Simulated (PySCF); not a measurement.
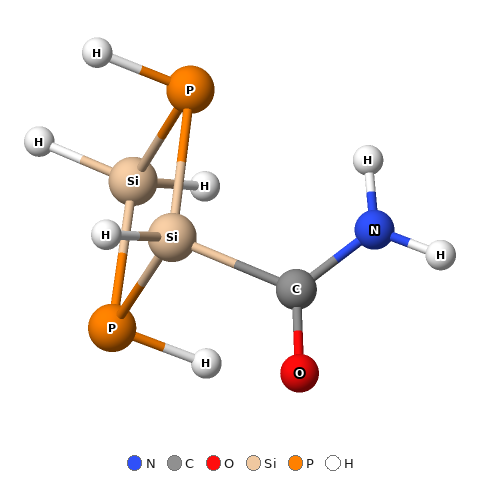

The molecule: CH₇NOP₂Si₂, SMILES NC(=O)[SiH]1P[SiH2]P1.

Simulated rotational absorption lines between 2 and 8 GHz at 10 K: rigid rotor with the equilibrium constants and dipole of one optimised conformer (PBE0-D3(BJ)/def2-SVP, PySCF), commonest isotopes; no centrifugal distortion, hyperfine structure, internal rotation or nuclear-spin weights; lines within 1 MHz of each other are summed. Lines of different type are drawn apart.

What are the rotational constants, and what kind of rotor is it?

Answer. Rotational constants A, B, C = 1.740, 0.9497, 0.7099 GHz; Ray's κ = −0.53, an asymmetric top on the prolate side.

Which dipole components drive the lines?

Answer.
|μa|, |μb|, |μc| = 1.06, 2.85, 0.91 D; b-type lines carry 94 % of the intensity in this range.

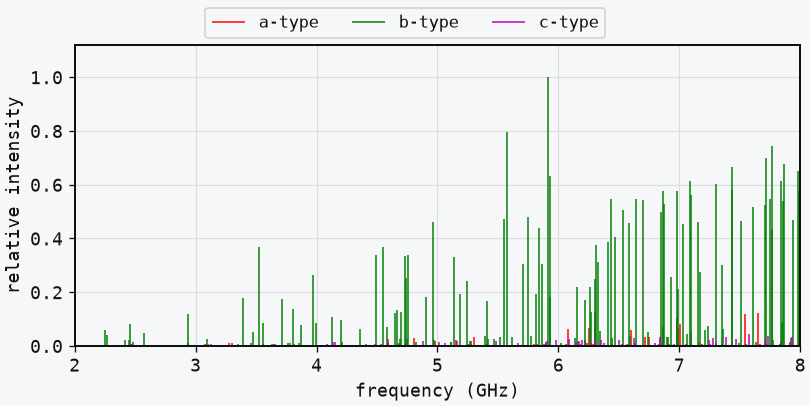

Note: coarse grid, loose stop and no frequency check, small forces are noise and the end may be a saddle.
